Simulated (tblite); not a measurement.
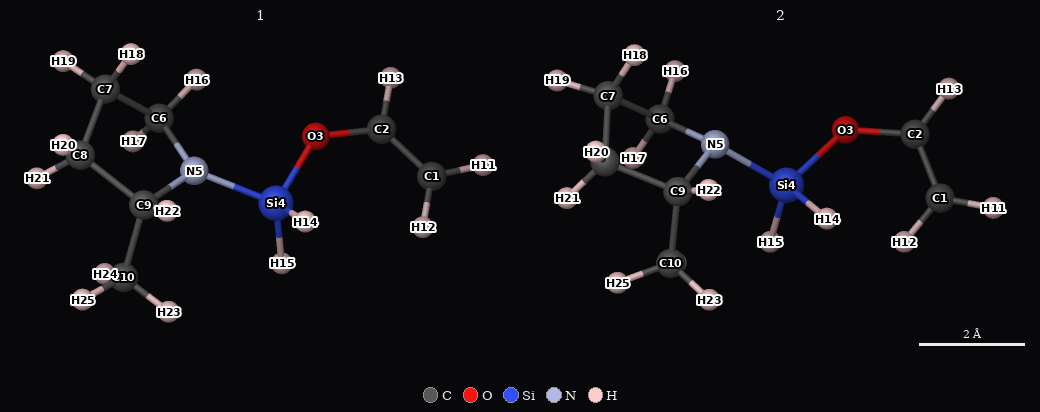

Two geometries of C7H15NOSi, drawn at one scale. One is the start of a relaxation, the other its converged end. The picture is a ball-and-stick view, seen at a tilt.

Computed with GFN2-xTB geometry optimisation, gas phase (tblite). 

Which of the two is the end point?

Answer. Structure 1 is the relaxed one. The atom that moves furthest after the best rigid fit is H11 (1.29 Å). Largest moves by element: H 1.29 Å, O 0.65 Å, Si 0.64 Å, C 0.59 Å, N 0.51 Å. Near-neighbour distances that change, for instance: Si4–C10 2.878 → 3.301 Å, O3–Si4 1.729 → 1.632 Å, Si4–N5 1.750 → 1.701 Å, Si4–H14 1.502 → 1.466 Å. Among the angles between lasting bonds that change: O3–Si4–N5 115.4° → 101.6°, O3–C2–H13 122.6° → 111.7°, C2–O3–Si4 119.8° → 130.6°. Groups turn about O3–Si4 by about 50°, C2–O3 by about 35°, C9–C10 by about 35°. After 136 geometry steps the energy has fallen by 1.458 eV.
